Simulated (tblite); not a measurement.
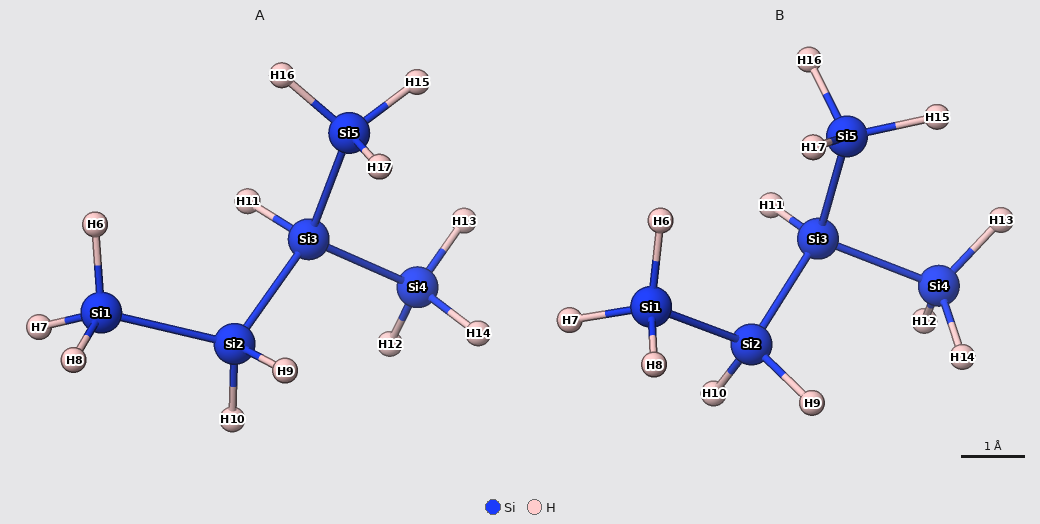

Two geometries of Si5H12, drawn at one scale. One is the start of a relaxation, the other its converged end. Style: ball-and-stick. Shown at a tilt.

Level of theory: GFN2-xTB geometry optimisation, gas phase in tblite. 

Question: Which one is relaxed?

Answer: Structure A is the relaxed one. H17 moves most after the best rigid fit: 1.43 Å. Largest moves by element: H 1.43 Å, Si 0.58 Å. Among the contacts that change: Si2–Si3 2.210 → 2.340 Å, Si3–Si5 2.218 → 2.326 Å, Si3–Si4 2.228 → 2.328 Å, Si1–Si2 2.220 → 2.313 Å. Among the angles between lasting bonds that change: H12–Si4–H13 114.3° → 106.1°, Si2–Si1–H8 107.4° → 114.6°, Si2–Si3–Si4 108.0° → 114.5°. Groups turn about Si2–Si3 by about 40°, Si3–Si5 by about 35°, Si3–Si4 by about 25°. After 178 geometry steps the energy has fallen by 57.6 kJ/mol.
